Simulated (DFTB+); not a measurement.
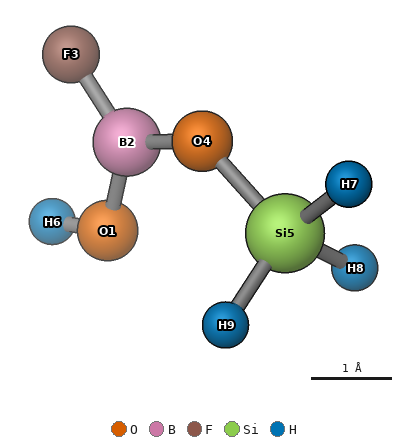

Fig. 1: The structure (ball-and-stick view, seen at a tilt; atoms are numbered from 1 in the order of the input). Bond lengths as drawn: B–F 1.33 Å, B–O 1.35 to 1.36 Å, H–O 0.96 Å, H–Si 1.48 Å and O–Si 1.65 Å.

# Single-point calculation of BSiH$_{4}$O$_{2}$F

System: BSiH$_{4}$O$_{2}$F.
Method: GFN2-xTB, R-SCC, dispersion built in (DFTB+ 25.1).

The geometry comes from this level: PBE0-D4/def2-TZVP.

### Input file (dftb_in.hsd)
```
Geometry = GenFormat {
  <<< "start.gen"
}

Hamiltonian = xTB {
  Method = "GFN2-xTB"
  Filling = MethfesselPaxton {
    Temperature [Kelvin] = 3000
    Order = 2
  }
}

Options = {
  WriteResultsTag = Yes
}

ParserOptions = {
  ParserVersion = 14
}
```

### File start.gen
```
9 C
O B F Si H
   1  1     -1.614100      0.556700      0.394000
   2  2     -0.395400      1.157100      0.352700
   3  3     -0.277300      2.450800      0.657900
   4  1      0.708900      0.466900      0.006200
   5  4      0.934200     -1.114900     -0.425000
   6  5     -2.322500      1.149900      0.654100
   7  5      2.381900     -1.273900     -0.690900
   8  5      0.154500     -1.427600     -1.647800
   9  5      0.518200     -2.011000      0.681800
```

Hardware: 1 thread of AMD EPYC (Zen 5), 16 GiB of memory available, shared host.

Launch command:
```bash
dftb+ > output.log
```

### Log
```
|  DFTB+ development version (commit: a23bfb2)

Reading input file 'dftb_in.hsd'
Parser version: 14

--------------------------------------------------------------------------------

Processed input in HSD format written to 'dftb_pin.hsd'

Starting initialization...
--------------------------------------------------------------------------------
OpenMP threads:              1
Chosen random seed:          360991167
Current stacksize:           unlimited
Mode:                        Static calculation
Self consistent charges:     Yes
SCC-tolerance:                 0.100000E-04
Max. scc iterations:                    100
Shell resolved Hubbard:      Yes
Spin polarisation:           No
Nr. of up electrons:            15.000000
Nr. of down electrons:          15.000000
Periodic boundaries:         No
Electronic solver:           Relatively robust
Mixer:                       Broyden mixer
Mixing parameter:                  0.200000
Nr. of chrg. vec. in memory:            100
Max. SCC-cycles:                        100
tblite library version:      0.3.0
-> parametrization:          GFN2-xTB
-> repulsion:                Yes
-> dispersion:               Yes
-> halogen bonding:          No
-> electrostatics:           Yes
   -> isotropic:             Yes
   -> anisotropic:           Yes
   -> third-order:           Yes
Electronic temperature:              0.950045E-02 H      0.258520E+00 eV
Initial charges:             Set automatically (system chrg:   0.000E+00)
Included shells:             O:  s, p
                             B:  s, p
                             F:  s, p
                            Si:  s, p, d
                             H:  s
Extra options:
                             Mulliken analysis

--------------------------------------------------------------------------------

***  Geometry step: 0

 iSCC Total electronic   Diff electronic      SCC error
    1   -0.17784091E+02    0.00000000E+00    0.16473899E+01
    2   -0.18032918E+02   -0.17784091E+02    0.12039178E+01
    3   -0.18098871E+02   -0.24882710E+00    0.77807388E+00
    4   -0.18109224E+02   -0.65953078E-01    0.42043966E+00
    5   -0.18156832E+02   -0.10353620E-01    0.11071138E+00
    6   -0.18157428E+02   -0.47607480E-01    0.10480204E+00
    7   -0.18158387E+02   -0.59654843E-03    0.57801134E-01
    8   -0.18159344E+02   -0.95829510E-03    0.20474691E-01
    9   -0.18159618E+02   -0.95769118E-03    0.37166225E-02
   10   -0.18159620E+02   -0.27383449E-03    0.19700563E-02
   11   -0.18159625E+02   -0.16017906E-05    0.46608095E-03
   12   -0.18159614E+02   -0.48611941E-05    0.30939482E-03
   13   -0.18159620E+02    0.10688920E-04    0.16301817E-03
   14   -0.18159623E+02   -0.59917855E-05    0.91676330E-04
   15   -0.18159622E+02   -0.27827970E-05    0.20857146E-04
   16   -0.18159623E+02    0.71952438E-06    0.10526506E-04
   17   -0.18159623E+02   -0.60167970E-06    0.42058461E-05

Total Energy:                      -18.0715906802 H         -491.7530 eV
Extrapolated to 0K:                -18.0715906802 H         -491.7530 eV
Total Mermin free energy:          -18.0715906802 H         -491.7530 eV
Force related energy:              -18.0715906802 H         -491.7530 eV

--------------------------------------------------------------------------------
--------------------------------------------------------------------------------
SCC                                    +       0.01 ( 86.2%)       0.02 (100.0%)
--------------------------------------------------------------------------------
Missing                                +       0.00 ( 13.8%)       0.00 (  0.0%)
Total                                  =       0.01 (100.0%)       0.02 (100.0%)
--------------------------------------------------------------------------------
```

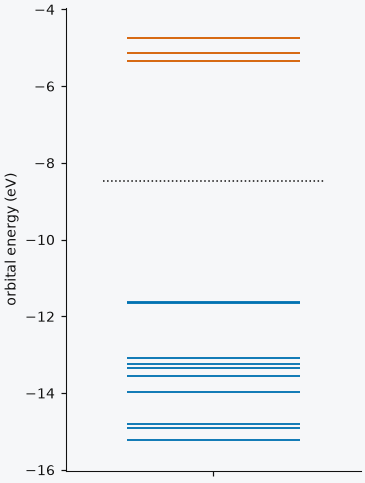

Fig. 2: Orbital energies near the frontier; the dotted line parts filled from empty levels, and levels within 0.02 eV of each other stand side by side. Highest filled −11.62 eV, lowest empty −5.34 eV, 6.28 eV apart.

### Results in brief

```tsv
quantity	value
outcome	converged
Mermin free energy	−18.071591 hartree
basis functions	29
HOMO	−11.62 eV
LUMO	−5.34 eV
dipole moment	1.63 D
peak memory	0.071 GiB
```

Settings chosen away from the usual ones: electronic_temperature. These settings are looser than, or depart from, a standard set-up, so the numbers are not reference values for this system.
